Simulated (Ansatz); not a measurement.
BCl3H4OSi (SMILES Cl[BH2-][OH+][SiH](Cl)Cl)

```yaml
atoms:
  - { symbol: B, position_ang: [2.6148, -0.8883, -0.3399] }
  - { symbol: Cl, position_ang: [3.1658, -2.5921, 0.0642] }
  - { symbol: Cl, position_ang: [0.0709, -2.4851, -3.5824] }
  - { symbol: Cl, position_ang: [1.5772, 0.5052, -3.7573] }
  - { symbol: O, position_ang: [1.2640, -1.1207, -1.2454] }
  - { symbol: Si, position_ang: [1.6240, -1.3365, -2.9108] }
  - { symbol: H, position_ang: [2.2547, -0.2423, 0.6151] }
  - { symbol: H, position_ang: [3.3398, -0.3293, -1.1450] }
  - { symbol: H, position_ang: [0.6432, -1.7426, -0.8336] }
  - { symbol: H, position_ang: [2.9112, -2.0162, -3.0966] }
```

Geometry: PBE0-D4/def2-SVP.

Level of theory: Ansatz, isolated molecule in a Gaussian basis; Kohn-Sham density functional theory, functional PBE0.

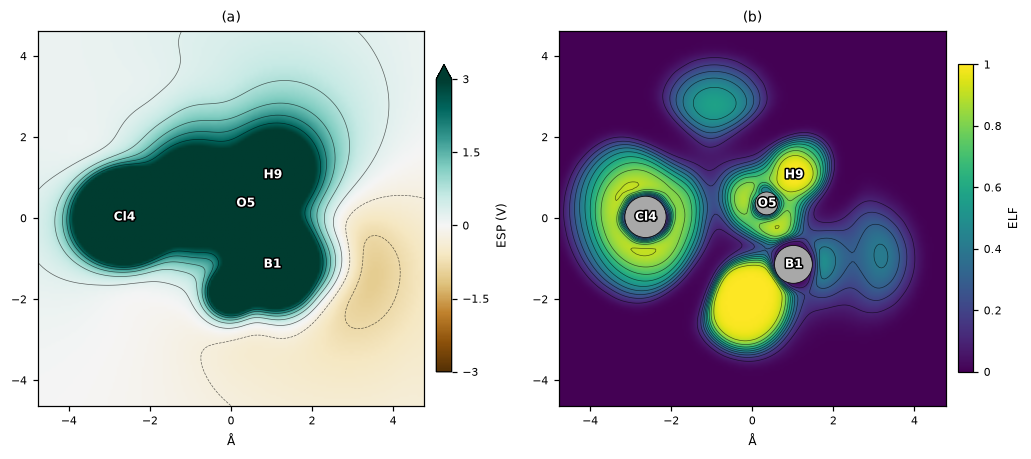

Figure 1. (a) electrostatic potential; (b) ELF on the plane of atoms B1, O5 and H9. Grey discs cover the atomic cores in the ELF map.

Q: Interpret the plot.

A: The section cuts through B, Cl, O and H sites. B–O (1.64 Å): the ELF peaks at about 0.90 between the atoms: a shared but strongly polarised pair. O–H (0.97 Å): the ELF climbs to about 1 towards the hydrogen, as it does in any bond to H: a covalent bond by its length. The ELF also peaks beside Cl4, away from the bonds: lone-pair regions. Outside the dense part of the molecule the potential is most negative (−1.0 V) near Cl2, which lies off the plane.

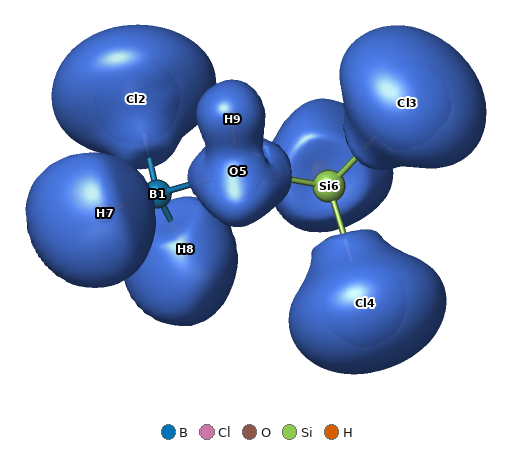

Figure 2. Isosurface of the electron localisation function at 0.75 (blue), seen at a tilt. Core shells and regions of very low density are left out.

Q: Describe the localisation domains.

A: The surface consists of three regions around hydrogen nuclei, three regions on Cl in which the atom's valence shell and bonds are merged and one joined region spread over several atoms (H, O), in which their bonds and any lone pairs are merged.


 Si–O (1.72 Å): the ELF peaks at about 0.90 between the atoms; a shared but strongly polarised pair.

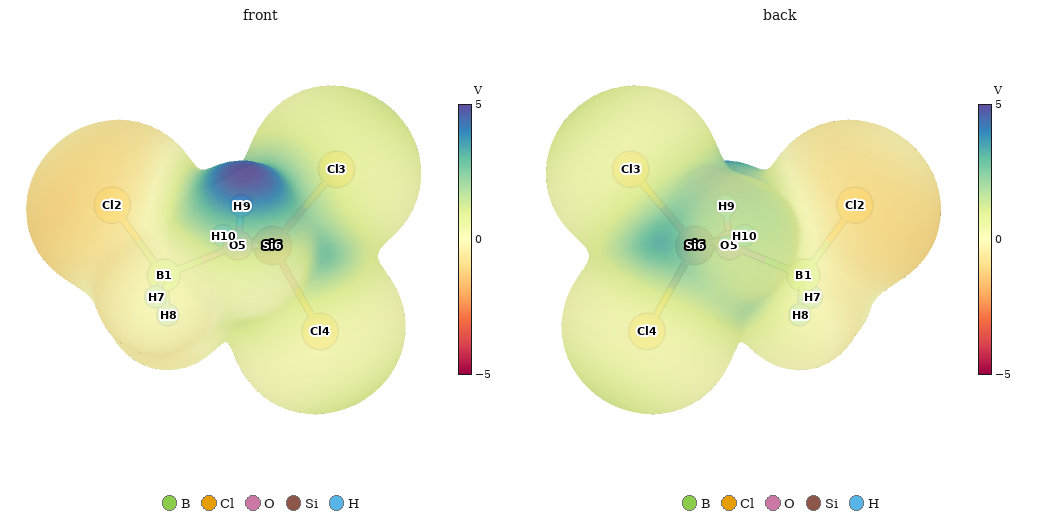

Figure 3. The molecular electrostatic potential painted on the density surface at 0.004 e/bohr³, seen from the front and from behind; red is negative and blue positive.

Q: Which sites attract a positive test charge, and which a negative one?

A: A positive charge is drawn to the negative regions and a negative charge to the positive ones. The most negative region (about −1.1 V) lies over Cl2, the most positive (about +4.8 V) over H9. Cl3 shows a σ-hole: about +1.2 V at the tip opposite its bond, against about +0.5 V on its flanks. Cl4 shows a σ-hole: about +1.1 V at the tip opposite its bond, against about +0.2 V on its flanks.
